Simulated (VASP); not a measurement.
Band structure of HgTe (space group P3_121). Method: r2SCAN meta-GGA, VASP's PBE PAW potentials (set 64) (plane waves; VASP).

Unless said otherwise, spin-orbit coupling is left out, though it shifts the bands of the heavy elements here.

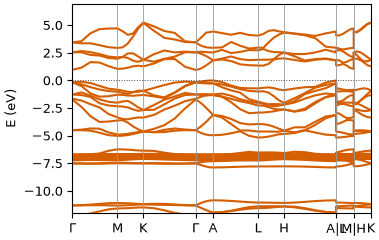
Figure. Bands along high-symmetry lines, zero at the valence-band maximum or, without a gap, the Fermi level

Question: Read the plot: is there a gap, and where are the band edges?

Answer: The gap is indirect, 0.96 eV, from the valence maximum at A to the conduction minimum at Γ.

The structure comes from a computed database's HgTe entry (P3_121); how it stands against other phases isn't given here. It was relaxed first.
